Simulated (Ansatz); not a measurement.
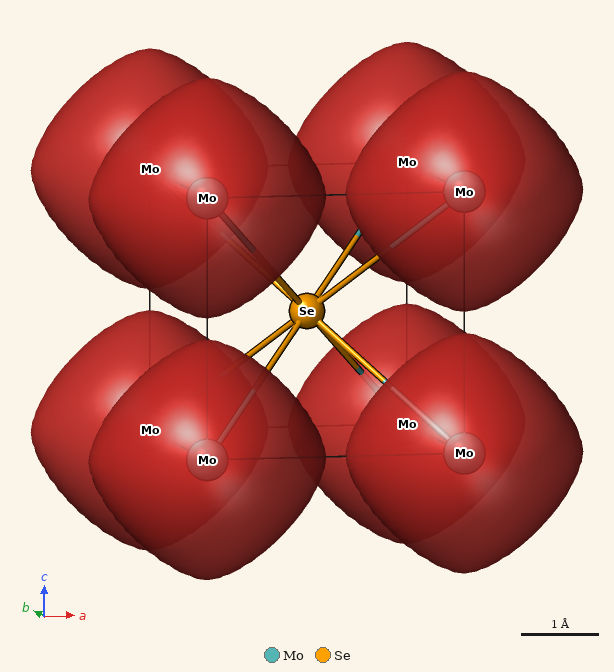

MoSe. Isosurfaces of the spin density at +0.08 (red) and −0.08 e/Å³ (blue), seen slightly off an axis. Sticks mark near contacts.

Space group Pm-3m; started from the CsCl (B2) prototype, which need not be the ambient phase; computed pressure about 7 GPa in this cell; Hubbard U of 4.38 eV on Mo d only; spin-polarised.

Method: DFT PBE+U, scalar-relativistic, plane waves, PAW (Ansatz 0.2.0).

Core electrons are frozen (PAW), and the valence fields are smoothed inside the atomic spheres.

```xyz
2
Lattice="3.4365 0.0000 0.0000 0.0000 3.4365 0.0000 0.0000 0.0000 3.4365" Properties=species:S:1:pos:R:3 pbc="T T T"
Mo    0.0000    0.0000    0.0000
Se    1.7182    1.7182    1.7182
```

### Where is the spin, and how is it ordered?

The spin density sits on Mo: +3.6 μB in one cell of 2 atoms, with smaller moments on other sites: Se (up to −0.33 μB): parallel moments, as they must be, since the calculation's own cell holds one magnetic site. The cell of the calculation (2 atoms) carries 4.0 μB of net spin moment. Only one sign reaches the isovalue.
